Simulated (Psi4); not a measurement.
# S2O (Disulfur monoxide): OMP2/def2-TZVP (density fitting for correlation)

We compute the energy of S2O (Disulfur monoxide). 

Program for the calculation: Psi4 1.11.

2 further runs of the same task are left out: 2 that didn't finish.

### Step 1. The system as given

S2O: 3 atoms, total charge 0, spin state singlet. As SMILES, `O=S=S`. Geometry: relaxed at PBE0-D4/def2-TZVP.

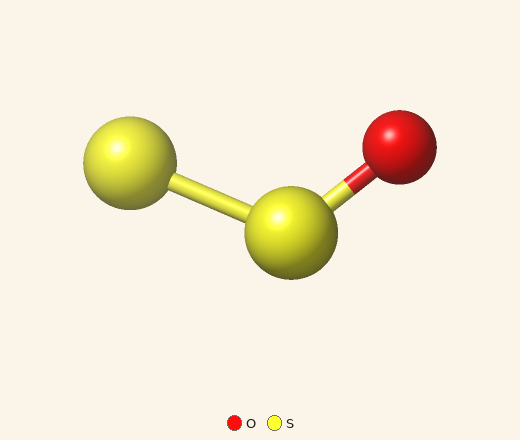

Viewed from a chosen angle; oxygen red, sulfur yellow.

### Step 2. The energy at OMP2/def2-TZVP (density fitting for correlation)

The input, os2.xyz:

```xyz
3
OS2
O      0.451630     1.204020     0.493170
S      0.529120    -0.205510     0.148940
S     -0.980740    -0.998510    -0.642110
```

The input, os2.py:

```python
import psi4

psi4.set_memory(2200000000)
psi4.set_num_threads(1)
psi4.set_output_file('os2.out', False)

with open('os2.xyz') as f:
    atoms = ''.join(f.readlines()[2:])
mol = psi4.geometry('0 1\n' + atoms + 'symmetry c1\nno_reorient\nno_com')

options = {'basis': 'def2-TZVP', 'reference': 'rhf', 'puream': True, 'e_convergence': 1e-09, 'd_convergence': 1e-08, 'scf_type': 'pk', 'num_frozen_docc': 11}
psi4.set_options(options)

E, wfn = psi4.energy("omp2", molecule=mol, return_wfn=True)
print(f'omp2 energy: {E:.10f} Eh')
for k, v in sorted(psi4.core.scalar_variables().items()):
    print(f'{k:45s} {v:18.10f}')
```

Launch:

```sh
$ python os2.py
```

**Question.** What will come out? Wanted: total energy; HOMO energy; LUMO energy; HOMO–LUMO gap; correlation energy.

**Answer.** As computed:

At OMP2/def2-TZVP (density fitting for correlation), 11 core orbitals frozen:

| quantity | value |
| --- | --- |
| total energy | -870.54184 Eh |
| HOMO energy (Hartree–Fock orbitals) | -11.02 eV |
| LUMO energy (Hartree–Fock orbitals) | -0.61 eV |
| HOMO–LUMO gap (Hartree–Fock orbitals) | 10.42 eV |
| correlation energy (11 core orbitals frozen) | -609.7 mEh |
